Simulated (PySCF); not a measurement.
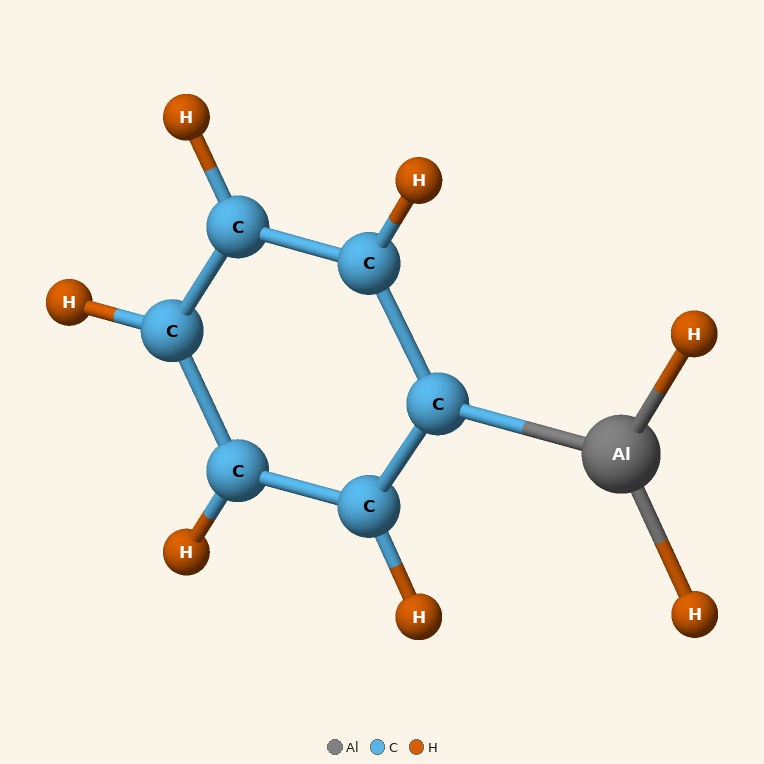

The geometry was computed by an optimisation with PBE0-D3(BJ)/def2-SVP. No frequency run is at hand to confirm it as a minimum. Program: PySCF 2.14.0.

At this fixed geometry, give HOMO–LUMO gap (eV), HOMO energy (eV), dipole (D) at these levels: BHandHLYP/aug-pcX-1 (pcseg-1 on H) (def2-SVPD on Al); PBE0/pcSseg-1 in dichloromethane (IEF-PCM); PBE0/pcSseg-1 in water (IEF-PCM); ωB97X-D/def2-SVPD; ωB97X-D/def2-SVPD in dichloromethane (IEF-PCM); ωB97X-D/def2-SVPD in water (IEF-PCM).

```
                                               level  HOMO–LUMO gap (eV)  HOMO energy (eV)  dipole (D)
BHandHLYP/aug-pcX-1 (pcseg-1 on H) (def2-SVPD on Al)                7.27             −8.16        0.93
          PBE0/pcSseg-1 in dichloromethane (IEF-PCM)                5.94             −7.38        1.10
                    PBE0/pcSseg-1 in water (IEF-PCM)                5.98             −7.39        1.11
                                   ωB97X-D/def2-SVPD                9.16             −9.18        1.00
      ωB97X-D/def2-SVPD in dichloromethane (IEF-PCM)                9.40             −9.14        1.09
                ωB97X-D/def2-SVPD in water (IEF-PCM)                9.44             −9.15        1.10
```
